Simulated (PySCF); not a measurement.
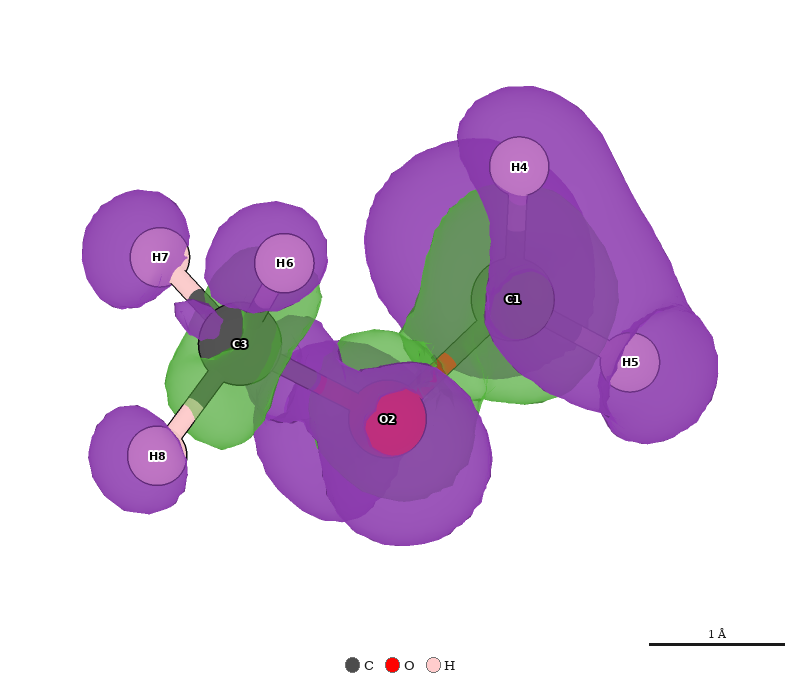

C2H5O, doublet, SMILES `[CH2]OC`. Fukui function f⁻ = ρ(N) − ρ(N−1) at fixed geometry, surfaces at ±0.03 e/Å³ (purple positive, green negative).

Method: BLYP/aug-cc-pVDZ; geometry: GFN2-xTB; program: PySCF. No frequency check shows the geometry to be a minimum. GFN2-xTB doesn't know the spin state, so this open-shell geometry is rough.

Q: Which atoms respond most to the removal of an electron?

A: f⁻ (Hirshfeld-condensed) is largest on C1 (0.35); the vertical ionisation energy is 7.49 eV (to the singlet cation, which needn't be its lowest state). Condensed values hint at sites of electrophilic attack but needn't mark the atom that reacts. Orbital relaxation makes it negative in places (0.20 e in all).

Cost of the run: 46 s on 1 thread of Arm Neoverse V1, on a shared host, peak memory 0.44 GiB.
